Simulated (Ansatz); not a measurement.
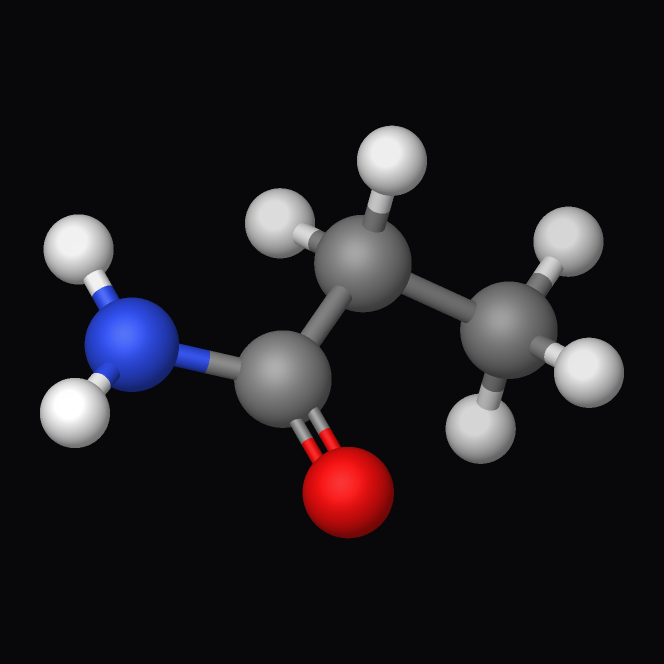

The picture shows a molecular structure as a ball-and-stick model. Multiple sticks mark multiple bonds (one Kekulé form). Colours: carbon grey, nitrogen blue, oxygen red, hydrogen white.

The computed structure is the end point of a PBE0-D4/def2-TZVP optimisation.

Identify the structure.

It has 12 atoms: 3 carbon, 7 hydrogen, 1 nitrogen and 1 oxygen (C3H7NO). Its SMILES string is `CCC(N)=O`. It has no ring. Among its groups: amide. This geometry has C1 symmetry. Coordination: 2 C tetrahedral; 1 C trigonal planar; 1 N trigonal planar.

More results for the same structure follow; atom numbers are the same in all pictures, views and colours differ.

**Geometry**

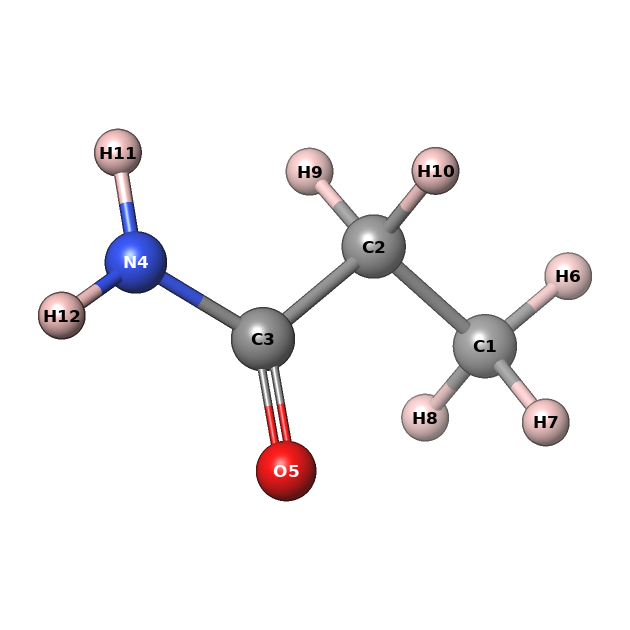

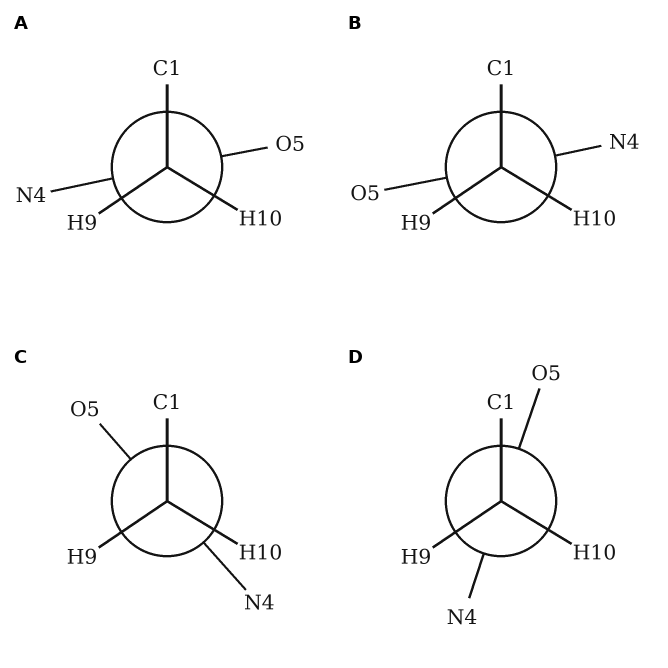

Atoms fade into the background with distance from the viewer. Bonds that would overlap in a projection are set slightly apart.

> Which Newman projection shows the view along C2–C3, with C2 in front?

D. The torsion angle C1–C2–C3–O5 is 19°, synperiplanar.

**Vibrations**

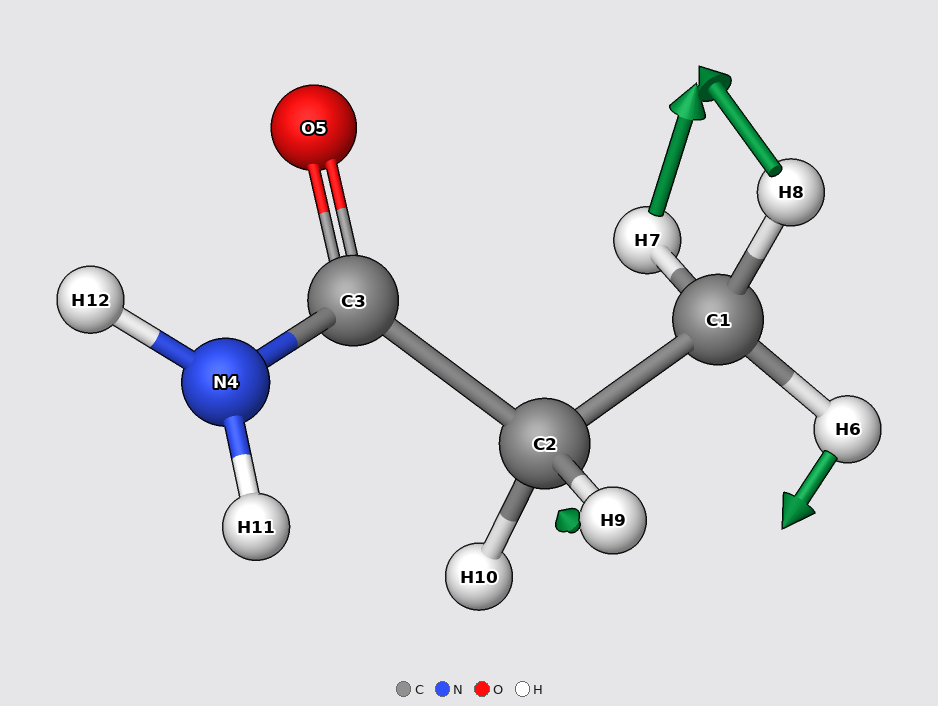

The arrows show one normal mode. Harmonic vibrations computed with RKS PBE0-D4/def2-TZVP (Ansatz 0.2.0) at a stationary point of the same level.

> What kind of motion is it?

Mostly H–C–H bending.

> Estimate its harmonic wavenumber.

1495 cm⁻¹; it is mode 21 of 30 counted from the lowest.

**Electronic properties**

Level of theory: RKS ωB97M-V/def2-QZVPP (Ansatz 0.2.0).

> Give the HOMO–LUMO gap at this level.

11.32 eV.

> Give the HOMO energy (Kohn–Sham orbital) at this level.

−9.79 eV.

**Charges**

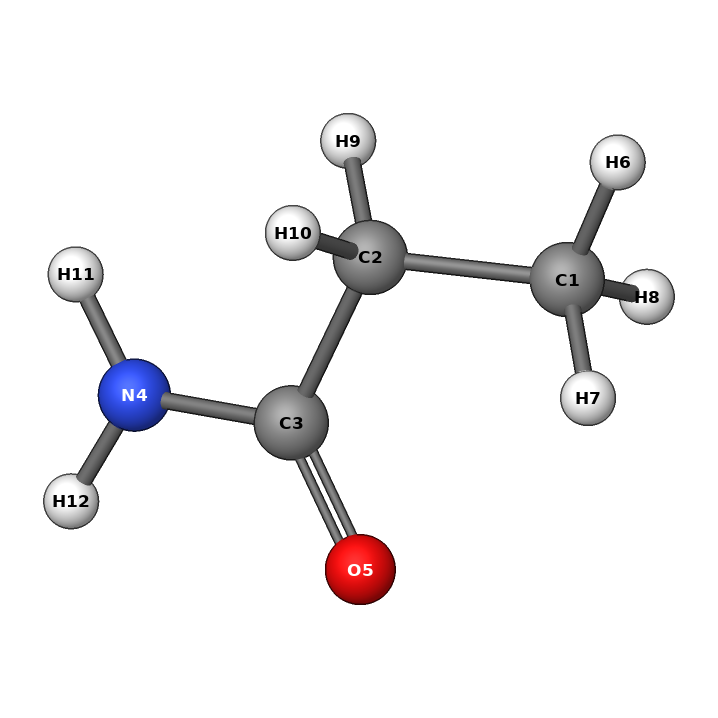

The questions are on Mulliken charges. Properties computed with RKS PBE-D4/def2-TZVPP (Ansatz 0.2.0).

> Which atom carries the highest charge (most positive or least negative)?

C3, H12 (0.18 e).

> And the lowest?

O5 (−0.30 e).

List the Mulliken charges.

| atom | value (e) |
| --- | --- |
| C1 | −0.25 |
| C2 | −0.12 |
| C3 | 0.18 |
| N4 | −0.25 |
| O5 | −0.30 |
| H6 | 0.08 |
| H7 | 0.10 |
| H8 | 0.08 |
| H9 | 0.06 |
| H10 | 0.09 |
| H11 | 0.17 |
| H12 | 0.18 |

Mulliken values depend strongly on the basis set and can even reverse the polarity of a bond.
